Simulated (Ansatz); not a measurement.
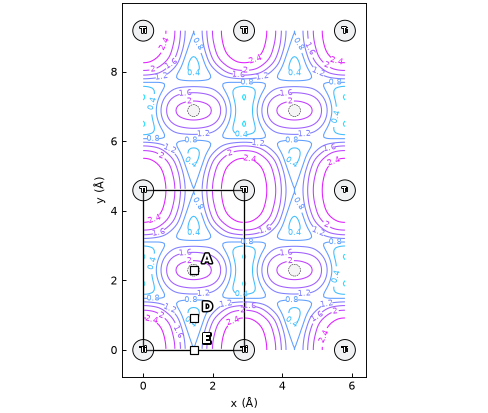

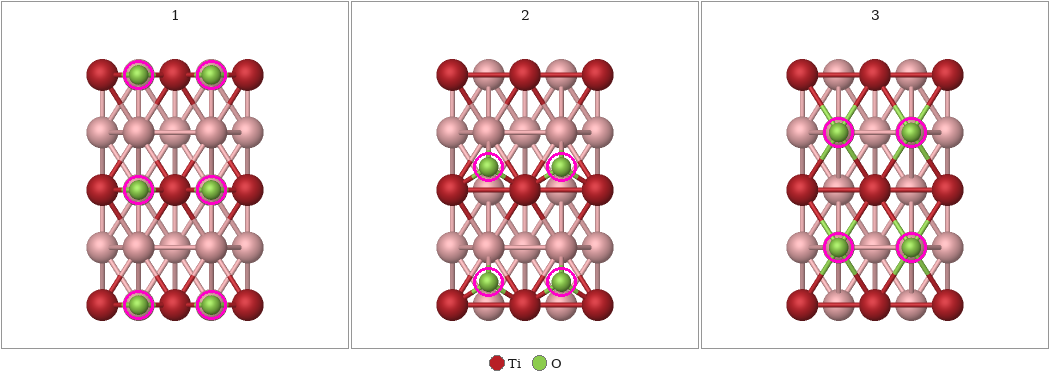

O on a Ti(100) slab cut from the P6_3/mmc phase, its upper half relaxed before the scan (6 atoms of substrate and one adsorbate in a 1 × 1 cell). 
- O is moved over the surface cell; relaxed at each place: the height of the adsorbate's atoms; substrate rigid; the origin of the map has the adsorbate above Ti6.
- Places are given modulo a cell vector. The map is drawn in real space over the plane of the surface.
- The grid has 6 × 10 points; 24 points were computed and 36 follow by symmetry.
- Energies: eV, counted from the lowest grid point.
- With one adsorbate in each 1 × 1 cell, its nearest image is 2.9 Å away, so neighbouring adsorbates interact. The runs have no spin polarisation; a magnetic state may lie lower.
- Computed with DFT PBEsol, scalar-relativistic, plane waves, PAW in Ansatz. Settings: cutoff 420 eV, k-mesh 9×6×1, gaussian smearing 0.1 eV, no spin polarisation.

The picture shows contour lines labelled in eV, labelled circles for the atoms of the top layer and small ones for the second layer, the outline of one cell of the 2 × 2 shown, lettered points. Between grid points the surface is interpolated. The numbered pictures are the structures at these points, in random order. Rings mark the moved atoms.

Question: Which structure belongs to which point?

Answer: A is structure 3: a fourfold hollow over a second-layer Ti atom, (3/6, 5/10) of the cell vectors, 2.17 eV; D is structure 2: (3/6, 2/10) of the cell vectors [nearest 2 Ti at 1.86 Å], 0.29 eV; E is structure 1: a bridge site between two Ti atoms, over a third-layer Ti atom, (3/6, 0/10) of the cell vectors, 0.80 eV.

PAW datasets: the set soft_1.
